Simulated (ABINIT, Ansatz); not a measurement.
# TiSnS3 (Pm-3m): zone-centre phonons, part 3 of 4

Wanted: the vibrations of TiSnS3 (Pm-3m) at Γ, by two programs.

ABINIT 10.8.3; DFT PBEsol, scalar-relativistic, plane waves, PseudoDojo norm-conserving pseudopotentials.

So far. Step 4 (Zone-centre response): The acoustic modes at Γ come out as far as 4.1 cm⁻¹ from zero, where they should vanish, a small numerical error. The lowest optical mode is imaginary, 129i cm⁻¹, an instability at this level and on this k mesh. The relaxed cell has a = 4.681 Å (conventional setting).

The structure was built from a prototype and need not be the compound's stable phase.

## (5) Modes with the sum rule

anaddb reads the merged derivatives and imposes the acoustic sum rule.

File anaddb.abi:

```
ddb_filepath "gamma_DDB"
output_file "anaddb.abo"
outdata_prefix "anaddb"
asr 1
chneut 1
enunit 2
eivec 1
nph1l 1
qph1l 0.0 0.0 0.0 1.0
```

File mrgddb.in:

```
gamma_DDB
merged
2
dfpt_gammao_DDB
gso_DDB
```

The run is started by

```console
mrgddb < mrgddb.in > mrgddb.log
OMP_NUM_THREADS=1 anaddb anaddb.abi > anaddb.log
```

anaddb.abo, the main output file:

```text
-outvars_anaddb: echo values of input variables ----------------------

 Miscellaneous information :
      enunit         2
       eivec         1
         asr         1
 First list of wavevector (reduced coord.) :
       nph1l         1
       qph1l
                     0.00000000E+00  0.00000000E+00  0.00000000E+00    1.000E+00

================================================================================

 read the DDB information and perform some checks

  ==== Info on the Cryst% object ====
 Real(R)+Recip(G) space primitive vectors, cartesian coordinates (Bohr,Bohr^-1):
 R(1)=  8.8464952  0.0000000  0.0000000  G(1)=  0.1130391  0.0000000  0.0000000
 R(2)=  0.0000000  8.8464952  0.0000000  G(2)=  0.0000000  0.1130391  0.0000000
 R(3)=  0.0000000  0.0000000  8.8464952  G(3)=  0.0000000  0.0000000  0.1130391
 Unit cell volume ucvol=  6.9233093E+02 bohr^3
 Angles (23,13,12)=  9.00000000E+01  9.00000000E+01  9.00000000E+01 degrees
 Time-reversal symmetry is present
 Reduced atomic positions [iatom, xred, symbol]:
    1)    0.0000000  0.0000000  0.0000000  Sn
    2)    0.5000000  0.5000000  0.5000000  Ti
    3)    0.5000000  0.5000000  0.0000000   S
    4)    0.5000000  0.0000000  0.5000000   S
    5)    0.0000000  0.5000000  0.5000000   S

 DDB file with 3 blocks has been read.

================================================================================

 Treat the first list of vectors

  Phonon wavevector (reduced coordinates) :  0.00000  0.00000  0.00000
 Phonon energies in Hartree :
  -5.862949E-04 -5.862949E-04 -5.862949E-04 -3.386434E-04 -3.386434E-04
  -3.386434E-04 -5.746133E-08 -5.742154E-08 -5.730200E-08  2.091963E-04
   2.091963E-04  2.091963E-04  1.712313E-03  1.712313E-03  1.712313E-03
 Phonon energies in meV     :
- -1.595390E+01 -1.595390E+01 -1.595390E+01 -9.214955E+00 -9.214955E+00
- -9.214955E+00 -1.563602E-03 -1.562520E-03 -1.559267E-03  5.692520E+00
-  5.692520E+00  5.692520E+00  4.659442E+01  4.659442E+01  4.659442E+01
 Phonon frequencies in cm-1    :
- -1.286768E+02 -1.286768E+02 -1.286768E+02 -7.432363E+01 -7.432363E+01
- -7.432363E+01 -1.261130E-02 -1.260257E-02 -1.257634E-02  4.591327E+01
-  4.591327E+01  4.591327E+01  3.758094E+02  3.758094E+02  3.758094E+02
 Phonon frequencies in Thz     :
- -3.857635E+00 -3.857635E+00 -3.857635E+00 -2.228166E+00 -2.228166E+00
- -2.228166E+00 -3.780774E-04 -3.778156E-04 -3.770291E-04  1.376445E+00
-  1.376445E+00  1.376445E+00  1.126648E+01  1.126648E+01  1.126648E+01
 Phonon energies in Kelvin  :
- -1.851373E+02 -1.851373E+02 -1.851373E+02 -1.069351E+02 -1.069351E+02
- -1.069351E+02 -1.814485E-02 -1.813229E-02 -1.809454E-02  6.605895E+01
-  6.605895E+01  6.605895E+01  5.407058E+02  5.407058E+02  5.407058E+02

 Eigendisplacements
 (will be given, for each mode : in cartesian coordinates
   for each atom the real part of the displacement vector,
   then the imaginary part of the displacement vector - absolute values smaller than 1.0d-7 are set to zero)
  Mode number    1   Energy   -5.862949E-04
 Attention : low frequency mode.
   (Could be unstable or acoustic mode)
-  1  0.00000000E+00  0.00000000E+00 -1.38261905E-03
-     0.00000000E+00  0.00000000E+00  0.00000000E+00
-  2  0.00000000E+00  0.00000000E+00 -4.17454418E-05
-     0.00000000E+00  0.00000000E+00  0.00000000E+00
-  3  0.00000000E+00  0.00000000E+00  8.77687439E-04
-     0.00000000E+00  0.00000000E+00  0.00000000E+00
-  4  0.00000000E+00  0.00000000E+00  2.15150250E-03
-     0.00000000E+00  0.00000000E+00  0.00000000E+00
-  5  0.00000000E+00  0.00000000E+00  2.15150250E-03
-     0.00000000E+00  0.00000000E+00  0.00000000E+00
  Mode number    2   Energy   -5.862949E-04
 Attention : low frequency mode.
   (Could be unstable or acoustic mode)
-  1  0.00000000E+00 -1.38261905E-03  0.00000000E+00
-     0.00000000E+00  0.00000000E+00  0.00000000E+00
-  2  0.00000000E+00 -4.17454418E-05  0.00000000E+00
-     0.00000000E+00  0.00000000E+00  0.00000000E+00
-  3  0.00000000E+00  2.15150250E-03  0.00000000E+00
-     0.00000000E+00  0.00000000E+00  0.00000000E+00
-  4  0.00000000E+00  8.77687439E-04  0.00000000E+00
-     0.00000000E+00  0.00000000E+00  0.00000000E+00
-  5  0.00000000E+00  2.15150250E-03  0.00000000E+00
-     0.00000000E+00  0.00000000E+00  0.00000000E+00
  Mode number    3   Energy   -5.862949E-04
 Attention : low frequency mode.
   (Could be unstable or acoustic mode)
-  1  1.38261905E-03  0.00000000E+00  0.00000000E+00
-     0.00000000E+00  0.00000000E+00  0.00000000E+00
-  2  4.17454418E-05  0.00000000E+00  0.00000000E+00
-     0.00000000E+00  0.00000000E+00  0.00000000E+00
-  3 -2.15150250E-03  0.00000000E+00  0.00000000E+00
-     0.00000000E+00  0.00000000E+00  0.00000000E+00
-  4 -2.15150250E-03  0.00000000E+00  0.00000000E+00
-     0.00000000E+00  0.00000000E+00  0.00000000E+00
-  5 -8.77687439E-04  0.00000000E+00  0.00000000E+00
-     0.00000000E+00  0.00000000E+00  0.00000000E+00
  Mode number    4   Energy   -3.386434E-04
 Attention : low frequency mode.
   (Could be unstable or acoustic mode)
-  1  0.00000000E+00  0.00000000E+00  0.00000000E+00
-     0.00000000E+00  0.00000000E+00  0.00000000E+00
-  2  0.00000000E+00  0.00000000E+00  0.00000000E+00
-     0.00000000E+00  0.00000000E+00  0.00000000E+00
-  3  0.00000000E+00  0.00000000E+00  0.00000000E+00
-     0.00000000E+00  0.00000000E+00  0.00000000E+00
-  4  0.00000000E+00  0.00000000E+00 -2.92470830E-03
-     0.00000000E+00  0.00000000E+00  0.00000000E+00
-  5  0.00000000E+00  0.00000000E+00  2.92470830E-03
-     0.00000000E+00  0.00000000E+00  0.00000000E+00
  Mode number    5   Energy   -3.386434E-04
 Attention : low frequency mode.
   (Could be unstable or acoustic mode)
-  1  0.00000000E+00  0.00000000E+00  0.00000000E+00
-     0.00000000E+00  0.00000000E+00  0.00000000E+00
-  2  0.00000000E+00  0.00000000E+00  0.00000000E+00
-     0.00000000E+00  0.00000000E+00  0.00000000E+00
-  3  0.00000000E+00  2.92470830E-03  0.00000000E+00
-     0.00000000E+00  0.00000000E+00  0.00000000E+00
-  4  0.00000000E+00  0.00000000E+00  0.00000000E+00
-     0.00000000E+00  0.00000000E+00  0.00000000E+00
-  5  0.00000000E+00 -2.92470830E-03  0.00000000E+00
-     0.00000000E+00  0.00000000E+00  0.00000000E+00
  Mode number    6   Energy   -3.386434E-04
 Attention : low frequency mode.
   (Could be unstable or acoustic mode)
-  1  0.00000000E+00  0.00000000E+00  0.00000000E+00
-     0.00000000E+00  0.00000000E+00  0.00000000E+00
-  2  0.00000000E+00  0.00000000E+00  0.00000000E+00
-     0.00000000E+00  0.00000000E+00  0.00000000E+00
-  3  2.92470830E-03  0.00000000E+00  0.00000000E+00
-     0.00000000E+00  0.00000000E+00  0.00000000E+00
-  4 -2.92470830E-03  0.00000000E+00  0.00000000E+00
-     0.00000000E+00  0.00000000E+00  0.00000000E+00
-  5  0.00000000E+00  0.00000000E+00  0.00000000E+00
-     0.00000000E+00  0.00000000E+00  0.00000000E+00
  Mode number    7   Energy   -5.746133E-08
 Attention : low frequency mode.
   (Could be unstable or acoustic mode)
-  1  0.00000000E+00  0.00000000E+00  1.44459264E-03
-     0.00000000E+00  0.00000000E+00  0.00000000E+00
-  2  0.00000000E+00  0.00000000E+00  1.44559506E-03
-     0.00000000E+00  0.00000000E+00  0.00000000E+00
-  3  0.00000000E+00  0.00000000E+00  1.44512936E-03
-     0.00000000E+00  0.00000000E+00  0.00000000E+00
-  4  0.00000000E+00  0.00000000E+00  1.44455417E-03
-     0.00000000E+00  0.00000000E+00  0.00000000E+00
-  5  0.00000000E+00  0.00000000E+00  1.44455417E-03
-     0.00000000E+00  0.00000000E+00  0.00000000E+00
  Mode number    8   Energy   -5.742154E-08
 Attention : low frequency mode.
   (Could be unstable or acoustic mode)
-  1  0.00000000E+00  1.44459264E-03  0.00000000E+00
-     0.00000000E+00  0.00000000E+00  0.00000000E+00
-  2  0.00000000E+00  1.44559506E-03  0.00000000E+00
-     0.00000000E+00  0.00000000E+00  0.00000000E+00
-  3  0.00000000E+00  1.44455417E-03  0.00000000E+00
-     0.00000000E+00  0.00000000E+00  0.00000000E+00
-  4  0.00000000E+00  1.44512936E-03  0.00000000E+00
-     0.00000000E+00  0.00000000E+00  0.00000000E+00
-  5  0.00000000E+00  1.44455417E-03  0.00000000E+00
-     0.00000000E+00  0.00000000E+00  0.00000000E+00
  Mode number    9   Energy   -5.730200E-08
 Attention : low frequency mode.
   (Could be unstable or acoustic mode)
-  1  1.44459264E-03  0.00000000E+00  0.00000000E+00
-     0.00000000E+00  0.00000000E+00  0.00000000E+00
-  2  1.44559506E-03  0.00000000E+00  0.00000000E+00
-     0.00000000E+00  0.00000000E+00  0.00000000E+00
-  3  1.44455418E-03  0.00000000E+00  0.00000000E+00
-     0.00000000E+00  0.00000000E+00  0.00000000E+00
-  4  1.44455418E-03  0.00000000E+00  0.00000000E+00
-     0.00000000E+00  0.00000000E+00  0.00000000E+00
-  5  1.44512936E-03  0.00000000E+00  0.00000000E+00
-     0.00000000E+00  0.00000000E+00  0.00000000E+00
  Mode number   10   Energy    2.091963E-04
-  1  0.00000000E+00  0.00000000E+00 -7.88957066E-04
-     0.00000000E+00  0.00000000E+00  0.00000000E+00
-  2  0.00000000E+00  0.00000000E+00  2.74658703E-03
-     0.00000000E+00  0.00000000E+00  0.00000000E+00
-  3  0.00000000E+00  0.00000000E+00  1.03662190E-03
-     0.00000000E+00  0.00000000E+00  0.00000000E+00
-  4  0.00000000E+00  0.00000000E+00 -1.11013708E-03
-     0.00000000E+00  0.00000000E+00  0.00000000E+00
-  5  0.00000000E+00  0.00000000E+00 -1.11013708E-03
-     0.00000000E+00  0.00000000E+00  0.00000000E+00
  Mode number   11   Energy    2.091963E-04
-  1  0.00000000E+00  7.88957066E-04  0.00000000E+00
-     0.00000000E+00  0.00000000E+00  0.00000000E+00
-  2  0.00000000E+00 -2.74658703E-03  0.00000000E+00
-     0.00000000E+00  0.00000000E+00  0.00000000E+00
-  3  0.00000000E+00  1.11013708E-03  0.00000000E+00
-     0.00000000E+00  0.00000000E+00  0.00000000E+00
-  4  0.00000000E+00 -1.03662190E-03  0.00000000E+00
-     0.00000000E+00  0.00000000E+00  0.00000000E+00
-  5  0.00000000E+00  1.11013708E-03  0.00000000E+00
-     0.00000000E+00  0.00000000E+00  0.00000000E+00
  Mode number   12   Energy    2.091963E-04
-  1  7.88957066E-04  0.00000000E+00  0.00000000E+00
-     0.00000000E+00  0.00000000E+00  0.00000000E+00
-  2 -2.74658703E-03  0.00000000E+00  0.00000000E+00
-     0.00000000E+00  0.00000000E+00  0.00000000E+00
-  3  1.11013708E-03  0.00000000E+00  0.00000000E+00
-     0.00000000E+00  0.00000000E+00  0.00000000E+00
-  4  1.11013708E-03  0.00000000E+00  0.00000000E+00
-     0.00000000E+00  0.00000000E+00  0.00000000E+00
-  5 -1.03662190E-03  0.00000000E+00  0.00000000E+00
-     0.00000000E+00  0.00000000E+00  0.00000000E+00
  Mode number   13   Energy    1.712313E-03
-  1  0.00000000E+00  0.00000000E+00  1.55015927E-05
-     0.00000000E+00  0.00000000E+00  0.00000000E+00
-  2  0.00000000E+00  0.00000000E+00  1.34987536E-03
-     0.00000000E+00  0.00000000E+00  0.00000000E+00
-  3  0.00000000E+00  0.00000000E+00 -3.62967191E-03
-     0.00000000E+00  0.00000000E+00  0.00000000E+00
-  4  0.00000000E+00  0.00000000E+00  7.78340863E-04
-     0.00000000E+00  0.00000000E+00  0.00000000E+00
-  5  0.00000000E+00  0.00000000E+00  7.78340863E-04
-     0.00000000E+00  0.00000000E+00  0.00000000E+00
  Mode number   14   Energy    1.712313E-03
-  1  0.00000000E+00  1.55015926E-05  0.00000000E+00
-     0.00000000E+00  0.00000000E+00  0.00000000E+00
-  2  1.67302585E-07  1.34987535E-03  0.00000000E+00
-     0.00000000E+00  0.00000000E+00  0.00000000E+00
-  3  0.00000000E+00  7.78340857E-04  0.00000000E+00
-     0.00000000E+00  0.00000000E+00  0.00000000E+00
-  4  0.00000000E+00 -3.62967188E-03  0.00000000E+00
-     0.00000000E+00  0.00000000E+00  0.00000000E+00
-  5 -4.49858935E-07  7.78340857E-04  0.00000000E+00
-     0.00000000E+00  0.00000000E+00  0.00000000E+00
  Mode number   15   Energy    1.712313E-03
-  1  1.55015926E-05  0.00000000E+00  0.00000000E+00
-     0.00000000E+00  0.00000000E+00  0.00000000E+00
-  2  1.34987535E-03 -1.67302585E-07  0.00000000E+00
-     0.00000000E+00  0.00000000E+00  0.00000000E+00
-  3  7.78340857E-04  0.00000000E+00  0.00000000E+00
-     0.00000000E+00  0.00000000E+00  0.00000000E+00
-  4  7.78340857E-04  4.49858935E-07  0.00000000E+00
-     0.00000000E+00  0.00000000E+00  0.00000000E+00
-  5 -3.62967188E-03  0.00000000E+00  0.00000000E+00
-     0.00000000E+00  0.00000000E+00  0.00000000E+00

 Analysis of degeneracies and characters (maximum tolerance=1.00E-06 a.u.)
 For each vibration mode, or group of modes if degenerate,
 the characters are given for each symmetry operation (see the list in the log file).
 Symmetry characters of vibration mode #   1
       degenerate with vibration modes #   2 to    3
  3.0 -3.0 -1.0  1.0 -1.0  1.0 -1.0  1.0  1.0 -1.0 -1.0  1.0  1.0 -1.0 -1.0  1.0
 -0.0  0.0 -0.0  0.0  0.0 -0.0  0.0 -0.0  1.0 -1.0 -1.0  1.0 -1.0  1.0  1.0 -1.0
 -0.0  0.0  0.0 -0.0  0.0 -0.0 -0.0  0.0  1.0 -1.0  1.0 -1.0 -1.0  1.0 -1.0  1.0
 Symmetry characters of vibration mode #   4
       degenerate with vibration modes #   5 to    6
  3.0 -3.0 -1.0  1.0 -1.0  1.0 -1.0  1.0 -1.0  1.0  1.0 -1.0 -1.0  1.0  1.0 -1.0
  0.0 -0.0  0.0 -0.0 -0.0  0.0 -0.0  0.0 -1.0  1.0  1.0 -1.0  1.0 -1.0 -1.0  1.0
  0.0 -0.0 -0.0  0.0 -0.0  0.0  0.0 -0.0 -1.0  1.0 -1.0  1.0  1.0 -1.0  1.0 -1.0
 Symmetry characters of vibration mode #   7
       degenerate with vibration modes #   8 to    9
  3.0 -3.0 -1.0  1.0 -1.0  1.0 -1.0  1.0  1.0 -1.0 -1.0  1.0  1.0 -1.0 -1.0  1.0
  0.0 -0.0  0.0 -0.0 -0.0  0.0 -0.0  0.0  1.0 -1.0 -1.0  1.0 -1.0  1.0  1.0 -1.0
  0.0 -0.0 -0.0  0.0 -0.0  0.0  0.0 -0.0  1.0 -1.0  1.0 -1.0 -1.0  1.0 -1.0  1.0
 Symmetry characters of vibration mode #  10
       degenerate with vibration modes #  11 to   12
  3.0 -3.0 -1.0  1.0 -1.0  1.0 -1.0  1.0  1.0 -1.0 -1.0  1.0  1.0 -1.0 -1.0  1.0
 -0.0  0.0 -0.0  0.0  0.0 -0.0 -0.0  0.0  1.0 -1.0 -1.0  1.0 -1.0  1.0  1.0 -1.0
 -0.0  0.0  0.0 -0.0 -0.0  0.0 -0.0  0.0  1.0 -1.0  1.0 -1.0 -1.0  1.0 -1.0  1.0
 Symmetry characters of vibration mode #  13
       degenerate with vibration modes #  14 to   15
  3.0 -3.0 -1.0  1.0 -1.0  1.0 -1.0  1.0  1.0 -1.0 -1.0  1.0  1.0 -1.0 -1.0  1.0
 -0.0  0.0 -0.0  0.0  0.0 -0.0  0.0 -0.0  1.0 -1.0 -1.0  1.0 -1.0  1.0  1.0 -1.0
 -0.0  0.0  0.0 -0.0  0.0 -0.0 -0.0  0.0  1.0 -1.0  1.0 -1.0 -1.0  1.0 -1.0  1.0
-
```

The job ended after 0.51 s (1 thread of Arm Neoverse V1, shared host).

This step gave:

```
lowest optical zone-centre mode : -128.7 cm⁻¹
```

No LO-TO term; unit eigenvectors of the mass-weighted matrix, from anaddb's displacements. Modes at Γ, with each element's share of the kinetic energy (negative means imaginary):

```
mode  frequency (cm⁻¹)  symmetry  Sn %  Ti %  S %
   1            -128.7       T1u    41     0   59
   2            -128.7       T1u    41     0   59
   3            -128.7       T1u    41     0   59
   4             -74.3       T2u     0     0  100
   5             -74.3       T2u     0     0  100
   6             -74.3       T2u     0     0  100
   7               0.0  acoustic    45    18   37
   8               0.0  acoustic    45    18   37
   9               0.0  acoustic    45    18   37
  10              45.9       T1u    13    66   21
  11              45.9       T1u    13    66   21
  12              45.9       T1u    13    66   21
  13             375.8       T1u     0    16   84
  14             375.8       T1u     0    16   84
  15             375.8       T1u     0    16   84
```

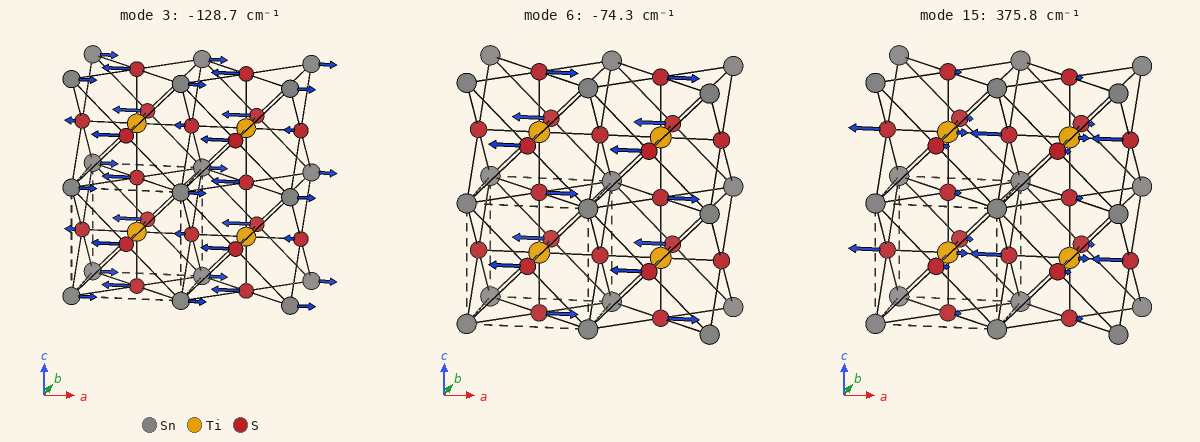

Displacement patterns of modes 3, 6 and 15 at Γ; arrows are exaggerated. 2×1×2 cells are drawn. Some periodic images of atoms are drawn too.

The rule moves no optical mode by more than 0.3 cm⁻¹.

(Part 3 of 4 ends here.)

[Host names and launcher messages were left out of these logs when they were recorded.]

[Logs are printed without paths, hosts, clocks, repeated set-up lines and the standing remarks that a program may print on its own settings, such as how far it seeks lower states.]

[Hosts, paths, dates, database ids (printed as entryN), source tags and the programs' standing remarks are cut or masked in the printed files.]
